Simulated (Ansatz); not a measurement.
# Σ9 (114) boundary in bcc Mo: structure and resistance, part 3 of 3

How much does the Σ9 (114) boundary in bcc Mo reflect electrons?

Ansatz 0.2.0; Ansatz plane-wave DFT, PBE, PAW files; relaxation of a bicrystal slab with its lowest layers held; PAW set soft_1 (the session's first sound run).

So far. Step 3 (Transmission across the boundary): Over the solved energies the transmission per spin lies between 1.61 and 1.74, out of 3.41 channels of the lead on average (up to 3.59). Step 4 (Specific resistance): Averaged over the energies near the Fermi level, 48.6 % of the channels pass, which makes 0.840 fΩ m².

## (5) Single-crystal slab for reference

This step: Ansatz plane-wave DFT, PBE, PAW files; relaxation of a single-crystal slab with its lowest layers held; PAW set soft_1 (Ansatz 0.2.0).

System of this step: Mo slab, plane (1, 1, 4). The cell holds 26 atoms: 26 Mo. Cell: a = 5.219 Å, b = 4.451 Å, c = 29.544 Å, α = 90.0°, β = 90.0°, γ = 64.8°. It derives from Mo. Vacuum lies along c.

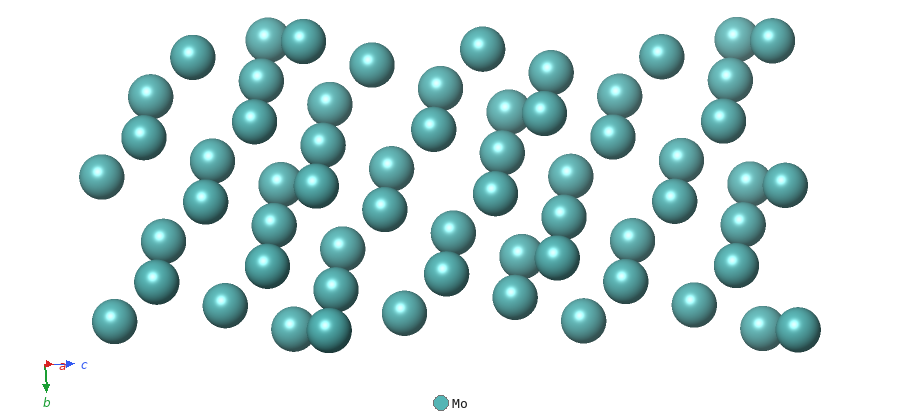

The cell of this step (molybdenum teal). 1×2×1 cells are drawn. Some periodic images of atoms are drawn too.

Input file input.yaml:

```yaml
crystal:
  lattice:
    - [5.2187091076, 0.0, 0.0]
    - [1.8977124028, 4.0256559262, 0.0]
    - [0.0, 0.0, 29.5438753375]
  atoms:
    - { symbol: Mo, position: [0.1111111108, 0.9444444446, 0.1692398151] }
    - { symbol: Mo, position: [0.6666666664, 0.6666666668, 0.1943467114] }
    - { symbol: Mo, position: [0.2222222219, 0.388888889, 0.2194536077] }
    - { symbol: Mo, position: [0.7777777775, 0.1111111112, 0.2445605039] }
    - { symbol: Mo, position: [0.3333333331, 0.8333333334, 0.2696674002] }
    - { symbol: Mo, position: [0.8888888886, 0.5555555557, 0.2947742965] }
    - { symbol: Mo, position: [0.4444444442, 0.2777777779, 0.3198811927] }
    - { symbol: Mo, position: [0.9999999998, 1.0e-10, 0.344988089] }
    - { symbol: Mo, position: [0.5555555553, 0.7222222223, 0.3700949853] }
    - { symbol: Mo, position: [0.1111111109, 0.4444444445, 0.3952018815] }
    - { symbol: Mo, position: [0.6666666665, 0.1666666667, 0.4203087778] }
    - { symbol: Mo, position: [0.222222222, 0.888888889, 0.4454156741] }
    - { symbol: Mo, position: [0.7777777776, 0.6111111112, 0.4705225704] }
    - { symbol: Mo, position: [0.3333333332, 0.3333333334, 0.4956294666] }
    - { symbol: Mo, position: [0.8888888887, 0.0555555556, 0.5207363629] }
    - { symbol: Mo, position: [0.4444444443, 0.7777777778, 0.5458432592] }
    - { symbol: Mo, position: [0.9999999999, 0.5, 0.5709501554] }
    - { symbol: Mo, position: [0.5555555555, 0.2222222223, 0.5960570517] }
    - { symbol: Mo, position: [0.111111111, 0.9444444445, 0.621163948] }
    - { symbol: Mo, position: [0.6666666666, 0.6666666667, 0.6462708442] }
    - { symbol: Mo, position: [0.2222222222, 0.3888888889, 0.6713777405] }
    - { symbol: Mo, position: [0.7777777777, 0.1111111111, 0.6964846368] }
    - { symbol: Mo, position: [0.3333333333, 0.8333333333, 0.721591533] }
    - { symbol: Mo, position: [0.8888888889, 0.5555555556, 0.7466984293] }
    - { symbol: Mo, position: [0.4444444444, 0.2777777778, 0.7718053256] }
    - { symbol: Mo, position: [0.0, 0.0, 0.7969122219] }
kpoints:
  mp_grid: { grid: [6, 6, 1] }
hamiltonian:
  xc: pbe
  pseudopotentials: { kind: paw, azcp: { folder: soft_1 } }
scf:
  occupations: { method: fermi_dirac, width: 0.1 }
relax:
  f_tol: 0.03
  max_steps: 80
  constraints: [{ sites: [0, 1, 2, 3, 4] }]
```

Command:

```console
$ ansatz run input.yaml --threads 4 --pin off --max-ram 15360MiB --backend cpu --events-out ev --progress --plain --runs-dir out
```

Numbers of over 12 decimals in the logs are rounded to 6 here.

What it wrote:

```text
Warning: crystal.symmetry: narrowed to the stabiliser of the relax constraints — unitary ops 4 → 2; lowered at sites 0, 1, 2, 3, 4, 21, 22, 23, 24, 25 (the operations that carried what is held of a site onto what its image site leaves free; the constrained walk keeps no symmetry that its constraints do not admit)
[...]
Crystal: 26 atoms, lattice volume = 620.679 Å³
Basis set: ecut = 420 eV, 12199 PW (Γ), exchange–correlation on 72×60×400 points (8 copies of the dense FFT grid, shifted against one another)
Bands: 219, of which v1, the nominal top of the filled ones, is band 182 counted from 1 (181 counted from 0)
Symmetry: 2 space group operations
k-points: 13 of 36 (time reversal used)
[...]
SCF iter   1: F=—  HF=-128870.299908 eV  |F-HF|=—  |Δ(HF+E_count)|=         —  Δρ=8.95e-2  dr2=2.93e2  ethr=3.10e-3  ⟨swp⟩=8.3  Hψ=12820  notcnv=0
[...]
SCF iter   9: F=-128848.893988 eV  HF=-128848.893992 eV  |F-HF|=3.83e-6  |Δ(HF+E_count)|=   5.69e-6  Δρ=2.25e-5  dr2=1.12e-5  ethr=6.18e-9  ⟨swp⟩=3.4  Hψ=11262  notcnv=0
SCF 1 converged in 9 iterations: F = -128848.893988 eV  dr2 = 1.12e-5
[...]
relax step   1: F+E_penalty+E_count = -128848.89398801 eV  Δ(F+E_penalty+E_count) = +0.000e0 eV  max|allowed force component| = 2.175e0 eV/Å  Δτ_max = 0.0000 Å  (9 SCF iters, dr2 threshold 2.25e-5 eV, accepted)
[...]
SCF iter   5: F=-128849.208846 eV  HF=-128849.208828 eV  |F-HF|=1.78e-5  |Δ(HF+E_count)|=   2.23e-5  Δρ=7.57e-5  dr2=6.27e-5  ethr=3.60e-9  ⟨swp⟩=2.7  Hψ=11919  notcnv=0
SCF 2 converged in 5 iterations: F = -128849.208846 eV  dr2 = 6.27e-5
[...]
relax step   2: F+E_penalty+E_count = -128849.20884626 eV  Δ(F+E_penalty+E_count) = -3.149e-1 eV  max|allowed force component| = 5.496e-1 eV/Å  Δτ_max = 0.1949 Å  (5 SCF iters, dr2 threshold 1.00e-4 eV, accepted)
[...]
SCF iter   6: F=-128849.180643 eV  HF=-128849.180645 eV  |F-HF|=2.20e-6  |Δ(HF+E_count)|=   2.34e-6  Δρ=2.90e-5  dr2=1.08e-5  ethr=1.95e-9  ⟨swp⟩=5.2  Hψ=10445  notcnv=0
SCF 3 converged in 6 iterations: F = -128849.180643 eV  dr2 = 1.08e-5
relax step   3: F+E_penalty+E_count = -128849.18064305 eV  Δ(F+E_penalty+E_count) = +2.820e-2 eV  max|allowed force component| = 5.048e-1 eV/Å  Δτ_max = 0.1206 Å  (6 SCF iters, dr2 threshold 1.89e-5 eV, rejected (line search))
[...]
relax step   4: F+E_penalty+E_count = -128849.25077039 eV  Δ(F+E_penalty+E_count) = -4.192e-2 eV  max|allowed force component| = 1.297e-1 eV/Å  Δτ_max = 0.0583 Å  (9 SCF iters, accepted)
[...]
relax step   5: F+E_penalty+E_count = -128849.25662436 eV  Δ(F+E_penalty+E_count) = -5.854e-3 eV  max|allowed force component| = 5.778e-2 eV/Å  Δτ_max = 0.0398 Å  (7 SCF iters, dr2 threshold 1.05e-6 eV, accepted)
SCF iter   1: F=—  HF=-128849.260498 eV  |F-HF|=—  |Δ(HF+E_count)|=         —  Δρ=1.84e-3  dr2=1.59e-2  ethr=3.15e-4  ⟨swp⟩=2.8  Hψ=4439  notcnv=0
[...]
SCF iter   8: F=-128849.258338 eV  HF=-128849.258338 eV  |F-HF|=4.07e-9  |Δ(HF+E_count)|=   7.56e-8  Δρ=9.97e-7  dr2=1.27e-8  ethr=2.75e-11  ⟨swp⟩=5.2  Hψ=9192  notcnv=0
SCF 6 converged in 8 iterations: F = -128849.258338 eV  dr2 = 1.27e-8
relax step   6: F+E_penalty+E_count = -128849.25833762 eV  Δ(F+E_penalty+E_count) = -1.713e-3 eV  max|allowed force component| = 1.961e-2 eV/Å  Δτ_max = 0.0356 Å  (8 SCF iters, accepted)
SCF converged after 8 iterations
Free energy (F): -128849.258338 eV
[...]
Internal energy: -128848.580712 eV  (E = F + TS)
E sigma→0 (E₀):  -128848.919525 eV
Entropy (-TS):   -0.677626 eV (-26.063 meV/atom)
Fermi energy:    12.522780 eV
[...]
--- Forces (eV/Å), atoms counted from 1 ---
  atom   1  Mo     0.29412191    -0.13865040     2.18494474
  atom   2  Mo    -0.40985003     0.19320516     0.37482367
  atom   3  Mo    -0.09277369     0.04373394    -1.05513052
  atom   4  Mo    -0.01622405     0.00764809    -1.24069658
  atom   5  Mo     0.23606311    -0.11128122    -0.27153100
  atom   6  Mo     0.00093200    -0.00043935     0.00061731
  atom   7  Mo    -0.00020327     0.00009582     0.00045183
  atom   8  Mo     0.00108595    -0.00051192     0.00209203
  atom   9  Mo    -0.00005916     0.00002789    -0.00112154
  atom  10  Mo     0.00105412    -0.00049692    -0.00068543
  atom  11  Mo     0.00182854    -0.00086198    -0.00175491
  atom  12  Mo     0.00048153    -0.00022700    -0.00100476
  atom  13  Mo    -0.00420791     0.00198363    -0.00053533
  atom  14  Mo    -0.00403100     0.00190023     0.00028723
  atom  15  Mo    -0.00291986     0.00137644     0.00359283
  atom  16  Mo    -0.00784642     0.00369884    -0.00225381
  atom  17  Mo    -0.00153432     0.00072329     0.00561404
  atom  18  Mo    -0.00556386     0.00262283    -0.00847348
  atom  19  Mo     0.01209571    -0.00570197    -0.00319322
  atom  20  Mo    -0.01516642     0.00714952    -0.01196205
  atom  21  Mo     0.00134396    -0.00063355     0.01960567
  atom  22  Mo     0.01842835    -0.00868721     0.00457025
  atom  23  Mo     0.00497589    -0.00234566    -0.01505215
  atom  24  Mo    -0.01422017     0.00670345     0.00363548
  atom  25  Mo     0.00463809    -0.00218642     0.00827145
  atom  26  Mo    -0.00245626     0.00115789     0.00486750
  max |Σ_I F_I| component: 2.08e-5 eV/Å
--- Relaxed structure (6 steps of the walk, 5 accepted, 0 SCFs on fresh bases) ---
  F+E_penalty+E_count = -128849.25833762 eV   max|allowed force component| = 1.961e-2 eV/Å
  atoms:
    - { symbol: Mo, position: [0.111111, 0.944444, 0.169240] }
    - { symbol: Mo, position: [0.666667, 0.666667, 0.194347] }
    - { symbol: Mo, position: [0.222222, 0.388889, 0.219454] }
    - { symbol: Mo, position: [0.777778, 0.111111, 0.244561] }
    - { symbol: Mo, position: [0.333333, 0.833333, 0.269667] }
    - { symbol: Mo, position: [0.888897, 0.555552, 0.294654] }
    - { symbol: Mo, position: [0.442864, 0.278568, 0.320405] }
    - { symbol: Mo, position: [0.996613, 0.00169334, 0.345341] }
    - { symbol: Mo, position: [0.552861, 0.723569, 0.371085] }
    - { symbol: Mo, position: [0.108196, 0.445902, 0.395763] }
    - { symbol: Mo, position: [0.665502, 0.167249, 0.421374] }
    - { symbol: Mo, position: [0.220524, 0.889738, 0.446580] }
    - { symbol: Mo, position: [0.776730, 0.611635, 0.472094] }
    - { symbol: Mo, position: [0.331005, 0.334498, 0.497100] }
    - { symbol: Mo, position: [0.887083, 0.056458, 0.522783] }
    - { symbol: Mo, position: [0.441810, 0.779095, 0.548093] }
    - { symbol: Mo, position: [0.998635, 0.500682, 0.573300] }
    - { symbol: Mo, position: [0.554085, 0.222957, 0.597966] }
    - { symbol: Mo, position: [0.110284, 0.944858, 0.624050] }
    - { symbol: Mo, position: [0.663163, 0.668419, 0.649048] }
    - { symbol: Mo, position: [0.215819, 0.392091, 0.674188] }
    - { symbol: Mo, position: [0.767941, 0.116030, 0.698800] }
    - { symbol: Mo, position: [0.330524, 0.834738, 0.726827] }
    - { symbol: Mo, position: [0.888444, 0.555778, 0.750898] }
    - { symbol: Mo, position: [0.462212, 0.268894, 0.772291] }
    - { symbol: Mo, position: [-0.014298, 0.00714907, 0.793740] }
```

It took 5.1 min on 4 threads of Arm Neoverse V2, shared host; peak memory 3.2 GiB.

Step by step:

```
step  energy less that of the first step (eV)  largest force component (eV/Å)
   1                                   0.0000                          2.1750
   2                                  -0.3149                          0.5496
   3                                  -0.2867                          0.5048
   4                                  -0.3568                          0.1297
   5                                  -0.3626                          0.0578
   6                                  -0.3644                          0.0196
```

Relaxation step 3 was tried and not accepted.

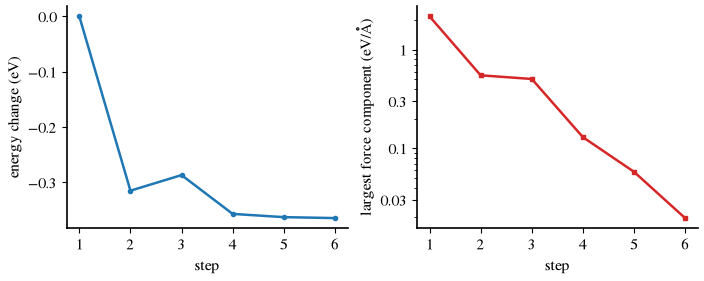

Energy and largest force along the relaxation.

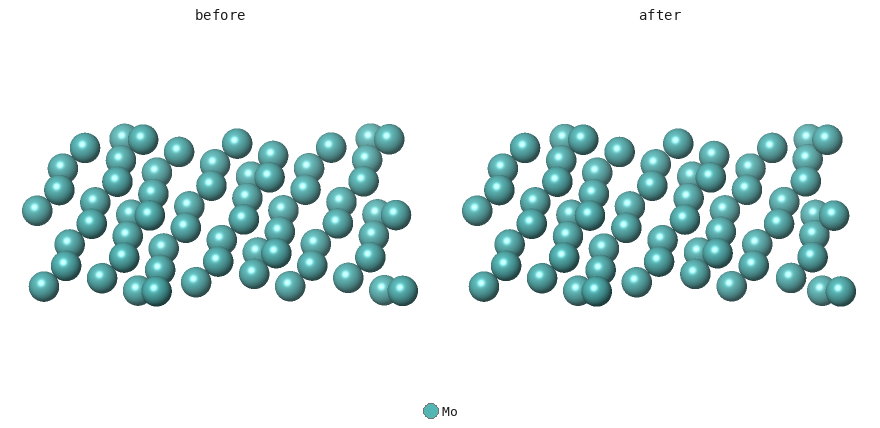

Before and after, at one scale.

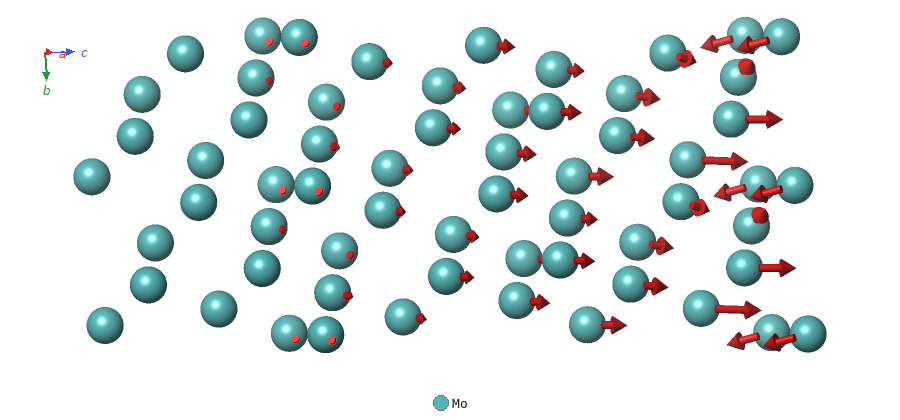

Displacements in the relaxation, exaggerated; the longest in the cell stands for 0.16 Å. 1×2×1 cells are drawn. Some periodic images of atoms are drawn too.

The atoms that moved most (Å):

| atom | dx | dy | dz | length |
| --- | --- | --- | --- | --- |
| Mo23 | -0.012 | 0.006 | 0.155 | 0.155 |
| Mo24 | -0.002 | 0.001 | 0.124 | 0.124 |
| Mo26 | -0.061 | 0.029 | -0.094 | 0.116 |
| Mo21 | -0.027 | 0.013 | 0.083 | 0.088 |
| Mo19 | -0.004 | 0.002 | 0.085 | 0.085 |
| Mo25 | 0.076 | -0.036 | 0.014 | 0.085 |
| Mo20 | -0.015 | 0.007 | 0.082 | 0.084 |
| Mo22 | -0.042 | 0.020 | 0.068 | 0.083 |

Final coordinates:

```xyz
26
Lattice="5.2187 0.0000 0.0000 1.8977 4.0257 0.0000 0.0000 0.0000 29.5439" Properties=species:S:1:pos:R:3
Mo    2.3721    3.8020    5.0000
Mo    4.7443    2.6838    5.7418
Mo    1.8977    1.5655    6.4835
Mo    4.2699    0.4473    7.2253
Mo    3.3210    3.3547    7.9670
Mo    5.6932    2.2365    8.7052
Mo    2.8398    1.1214    9.4660
Mo    5.2042    0.0068   10.2027
Mo    4.2583    2.9128   10.9633
Mo    1.4108    1.7950   11.6924
Mo    3.7905    0.6733   12.4490
Mo    2.8393    3.5818   13.1937
Mo    5.2142    2.4622   13.9475
Mo    2.3622    1.3466   14.6862
Mo    4.7366    0.2273   15.4450
Mo    3.7842    3.1364   16.1928
Mo    6.1617    2.0156   16.9375
Mo    3.3147    0.8975   17.6662
Mo    2.3686    3.8037   18.4369
Mo    4.7293    2.6908   19.1754
Mo    1.8704    1.5784   19.9181
Mo    4.2278    0.4671   20.6453
Mo    3.3090    3.3604   21.4733
Mo    5.6912    2.2374   22.1844
Mo    2.9224    1.0825   22.8165
Mo   -0.0611    0.0288   23.4501
```

Numbers from this step:

* free energy: -128849.2583 eV
* energy at zero smearing: -128848.9195 eV
* Fermi energy: 12.52 eV

The largest force component on a free atom ends at 0.020 eV/Å, under the tolerance of 0.03, after 6 steps.

## (6) Bulk reference

This step: Ansatz plane-wave DFT, PBE, PAW files; bulk reference; PAW set soft_1 (Ansatz 0.2.0).

System of this step: Mo. Symmetry: Im-3m, No. 229, cubic system. Conventional cell: a = 3.147 Å, b = 3.147 Å, c = 3.147 Å, α = 90.00°, β = 90.00°, γ = 90.00°. Nearest to Mo lie 8 Mo at 2.73 Å.

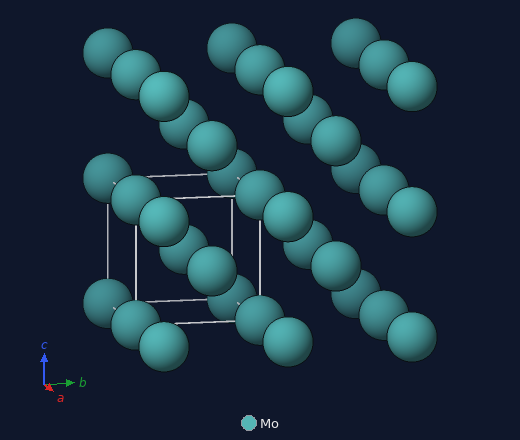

The cell of this step (molybdenum teal). 2×2×2 conventional cells are drawn. Some periodic images of atoms are drawn too.

input.yaml, the sections that differ from step 5:

```yaml
crystal:
  lattice:
    - [-1.5735, 1.5735, 1.5735]
    - [1.5735, -1.5735, 1.5735]
    - [1.5735, 1.5735, -1.5735]
  atoms:
    - { symbol: Mo, position: [0.0, 0.0, 0.0] }
kpoints:
  mp_grid: { grid: [19, 19, 19] }
# hamiltonian, scf: as in step 5
# relax: removed
```

What it wrote:

```text
[...]
Crystal: 1 atoms, lattice volume = 15.583 Å³
Basis set: ecut = 420 eV, 321 PW (Γ)
Bands: 11, of which v1, the nominal top of the filled ones, is band 7 counted from 1 (6 counted from 0)
Symmetry: 48 space group operations
[...]
k-points: 220 of 6859
[...]
SCF iter   1: F=—  HF=-4956.682293 eV  |F-HF|=—  |Δ(HF+E_count)|=         —  Δρ=1.06e-1  dr2=1.75e0  ethr=3.10e-3  ⟨swp⟩=5.0  Hψ=13536  notcnv=0
[...]
SCF iter   6: F=-4956.064799 eV  HF=-4956.064799 eV  |F-HF|=2.67e-8  |Δ(HF+E_count)|=   1.10e-7  Δρ=3.18e-5  dr2=4.55e-8  ethr=7.14e-10  ⟨swp⟩=3.0  Hψ=5754  notcnv=0
SCF 1 converged in 6 iterations: F = -4956.064799 eV  dr2 = 4.55e-8
[...]
SCF converged after 6 iterations
Free energy (F): -4956.064799 eV
[...]
Internal energy: -4956.043863 eV  (E = F + TS)
E sigma→0 (E₀):  -4956.054331 eV
Entropy (-TS):   -0.020936 eV (-20.936 meV/atom)
Fermi energy:    21.155097 eV
[...]
```

It took 0.44 s on 4 threads; peak memory 0.28 GiB; 1.4 s of CPU time.

Numbers from this step:

```
free energy             : -4956.0648 eV
energy at zero smearing : -4956.0543 eV
Fermi energy            : 21.16 eV
```

## (7) Boundary energy

This step: Ansatz plane-wave DFT, PBE, PAW files; bicrystal less single-crystal slab less bulk atoms, a boundary area; PAW set soft_1 (Ansatz 0.2.0).

This step gave:

```yaml
excess_energy_of_the_cell: 2.536 eV
boundary_energy: 1.934 J/m²
```

The boundary costs 1.9 J/m².

By hand: 2.54 eV / 21.01 Å² × 16.02 = 1.93 J/m².

## (8) Summary of results

| Quantity | Value |
| --- | --- |
| specific resistance of the boundary | 0.840 fΩ m² |
| share of channels that pass | 0.486 |
| boundary energy | 1.93 J/m² |

In words: The boundary has a specific resistance of 0.84 fΩ m² and an energy of 1.9 J/m². The boundary reflects 51 % of the channels; 0.84 fΩ m² is 8.4×10⁻¹² Ω·cm². That equals the resistance of 15 nm of bulk Mo at 300 K (measured 5.52 µΩ cm, CRC Handbook of Chemistry and Physics, 84th ed., 2003, Electrical Resistivity of Pure Metals). One starting structure was relaxed; another shift or atom count at the boundary may lie lower.

[Logs are printed without paths, hosts, clocks, repeated set-up lines and the standing remarks that a program may print on its own settings, such as how far it seeks lower states.]

[Hosts, paths, dates, database ids (printed as entryN), source tags and the programs' standing remarks are cut or masked in the printed files.]
